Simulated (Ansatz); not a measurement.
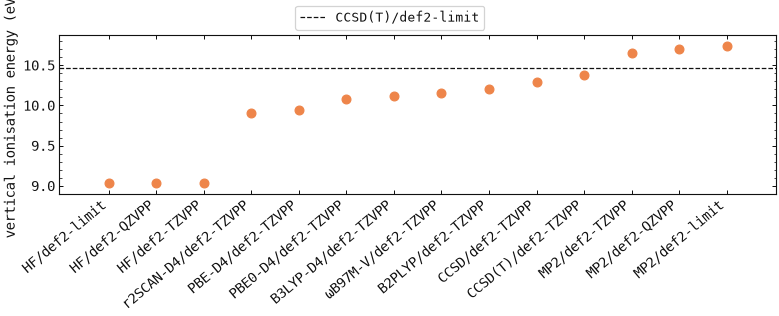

Vertical ionisation energy of C₃H₅B, SMILES BC1=CC1, taken as the energy of the cation less that of the neutral at fixed geometry (unrestricted doublet cation, cores frozen in correlated methods, no spin-orbit coupling), the Ansatz code, at a PBE0-D4/def2-TZVP geometry (a minimum by its frequencies). Limit means an estimate of the basis limit from triple and quadruple zeta; for coupled cluster it is either extrapolated directly or built as the MP2 limit plus the step from MP2 in triple zeta. B2PLYP/def2-TZVPP holds a correlation term that converges slowly with the basis, so part of the distance to the limit is basis error. The distance of CCSD/def2-TZVPP, CCSD(T)/def2-TZVPP, MP2/def2-TZVPP and MP2/def2-QZVPP to the limit includes basis error.

Question: What range do the values span, the line included?

Answer: From 9.03 eV (HF/def2-limit) to 10.74 eV (MP2/def2-limit).

Question: Which level comes closest to the line (CCSD(T)/def2-limit), and which misses most?

Answer: Closest CCSD(T)/def2-TZVPP (10.38 eV), against 10.47 eV; farthest HF/def2-limit (9.03 eV).
